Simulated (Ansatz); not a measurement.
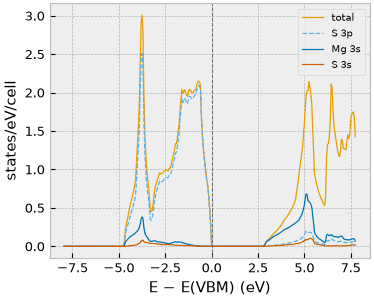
*Total and projected density of states of MgS (rock salt, Fm-3m), plane-wave PAW PBE (Ansatz code)*

Q: Which orbitals carry the states next to the gap?

A: Top 1 eV of the valence band: S 3p 97 %. Bottom 1 eV of the conduction band: Mg 3s 75 %, S 3p 7 %, outside the projected shells 14 %. Projections are on Löwdin-orthogonalised atomic valence shells; empty p or d shells of many metals are not among them.

Q: Where is the tallest occupied peak in this window, and what makes it?

A: Near -3.8 eV, about 3.0 states/eV per cell; the largest projected share is S 3p.

The cell was relaxed with PBE under the symmetry of its start.

Potentials: the earlier of the program's two PAW sets.
